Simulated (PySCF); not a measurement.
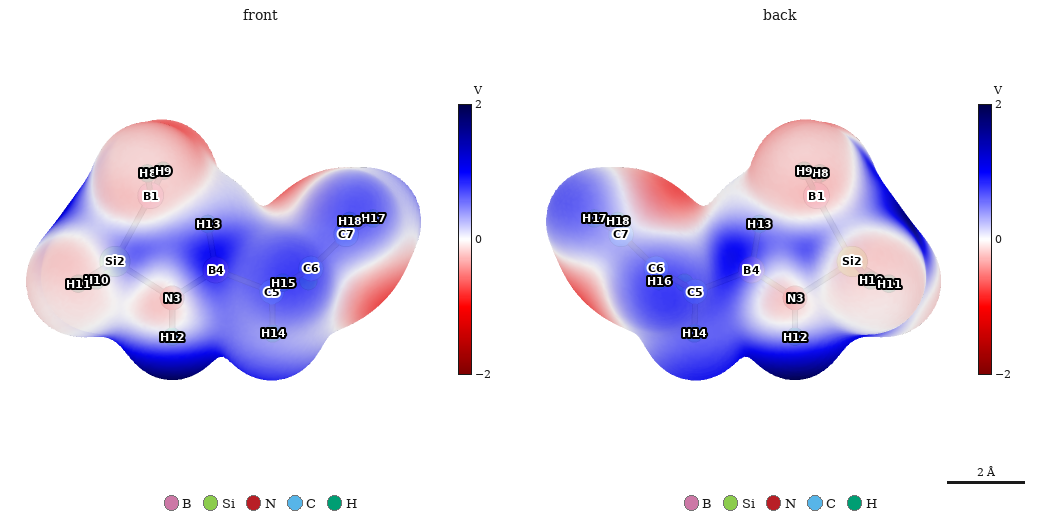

The picture shows: C3H11B2NSi (SMILES B[SiH2]NBCC=C). The molecular electrostatic potential painted on the density surface at 0.002 e/bohr³, seen from the front and from behind; red is negative and blue positive.

Geometry: GFN2-xTB.

These are results of PySCF, CAM-B3LYP/def2-SVPD, SCF density, gas phase, not measurements.

```yaml
atoms:
  - { symbol: B, position_ang: [-2.1129, 1.2494, 0.5255] }
  - { symbol: Si, position_ang: [-2.7734, -0.2940, -0.4982] }
  - { symbol: N, position_ang: [-1.1820, -1.0999, -0.4747] }
  - { symbol: B, position_ang: [-0.1778, -0.4295, 0.1810] }
  - { symbol: C, position_ang: [1.3309, -0.8961, 0.3703] }
  - { symbol: C, position_ang: [2.2945, 0.1401, -0.1175] }
  - { symbol: C, position_ang: [3.0516, 0.8953, 0.6572] }
  - { symbol: H, position_ang: [-2.3329, 1.3375, 1.6773] }
  - { symbol: H, position_ang: [-1.8409, 2.2539, -0.0218] }
  - { symbol: H, position_ang: [-3.1154, -0.2500, -1.9360] }
  - { symbol: H, position_ang: [-3.6838, -1.3231, 0.0490] }
  - { symbol: H, position_ang: [-1.0309, -1.9950, -0.9164] }
  - { symbol: H, position_ang: [-0.5551, 0.6284, 0.6434] }
  - { symbol: H, position_ang: [1.5125, -1.8308, -0.1682] }
  - { symbol: H, position_ang: [1.5230, -1.0846, 1.4300] }
  - { symbol: H, position_ang: [2.3285, 0.2654, -1.1928] }
  - { symbol: H, position_ang: [3.7170, 1.6404, 0.2551] }
  - { symbol: H, position_ang: [3.0383, 0.7989, 1.7308] }
```

Q: Where is the surface potential most negative and most positive?

A: The most negative region (about −0.7 V) lies over the π face of C6 and C7, the most positive (about +1.9 V) over H12.

Q: How polar is the molecule by this calculation?

A: Its dipole moment is 1.61 D.
